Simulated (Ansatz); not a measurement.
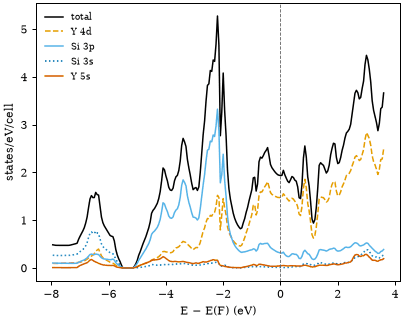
Figure: Total and projected density of states of YSi in space group Cmcm (No. 63; Y on 4c, Si on 4c), plane-wave PAW r²SCAN (Ansatz code)

**Question.** Which orbitals carry the states next to the Fermi level?

**Answer.** Within 0.5 eV of the Fermi level: Y 4d 75 %, Si 3p 17 %. Projections are on Löwdin-orthogonalised atomic valence shells; empty p or d shells of many metals are not among them.

**Question.** Where is the tallest occupied peak in this window, and what makes it?

**Answer.** Near -2.2 eV, about 5.3 states/eV per cell; the largest projected share is Si 3p.

The workflow started from a Materials Project entry (that database holds measured and hypothetical structures alike); the Crystallography Open Database copy checked does not list it. Whether it is the stable phase at ambient conditions was not checked. The cell was relaxed with r²SCAN under the symmetry of its start; whether a distortion lowers the energy is not shown. The run is not spin-polarised. Spin–orbit coupling is left out wherever it is not named.

Potentials: the later of the program's two PAW sets.
